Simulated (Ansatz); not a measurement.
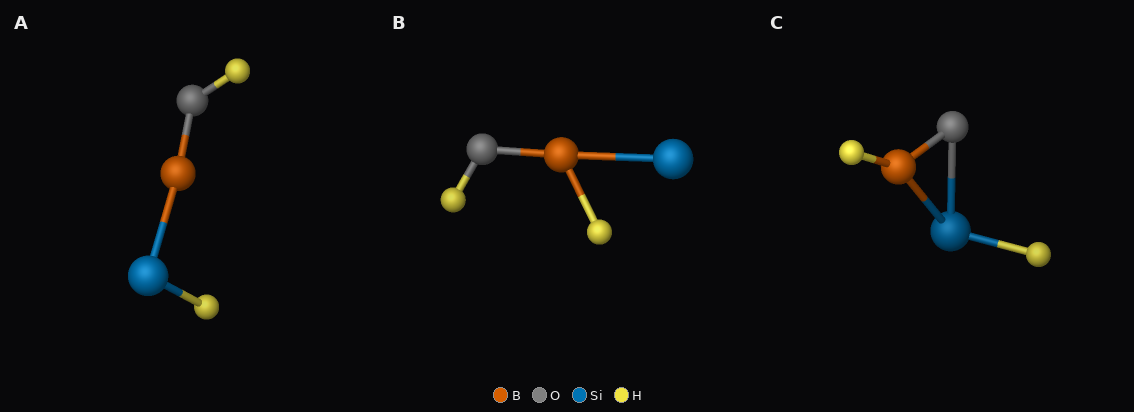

3 stationary structures of one formula. Charge 0, doublet. Geometries: PBE-D4/def2-SVP. Electronic energies: PBE-D4/def2-SVP (Ansatz 0.2.0), without zero-point energy. No frequency run is at hand to confirm each as a minimum.

Rank them by energy, lowest first.

Answer. C is lowest (C1); B lies 42.7 kJ/mol above it, A lies 51.8 kJ/mol above it.
